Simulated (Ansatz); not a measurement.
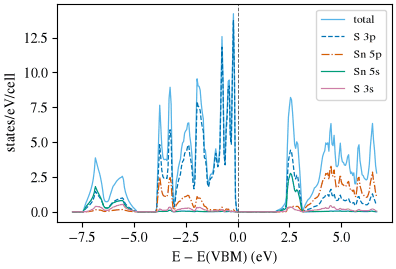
Fig. 1. Total and projected density of states of SnS₂ in space group I-42d (No. 122; Sn on 4a, S on 8d), the program Ansatz at the PBEsol level (PAW)

Question: Which orbitals carry the states next to the gap?

Answer: Top 1 eV of the valence band: S 3p 95 %. Bottom 1 eV of the conduction band: S 3p 54 %, Sn 5s 33 %. Projections are on Löwdin-orthogonalised atomic valence shells; empty p or d shells of many metals are not among them.

The workflow started from a Materials Project entry (that database holds measured and hypothetical structures alike); the Crystallography Open Database copy checked does not list it. It is not the phase usual at ambient conditions (space group No. 164). The PBEsol relaxation kept the symmetry of its start; whether a distortion lowers the energy is not shown. Scalar-relativistic: spin–orbit coupling is off unless named, which matters more the heavier the elements.

Potentials: the later of the program's two PAW sets.
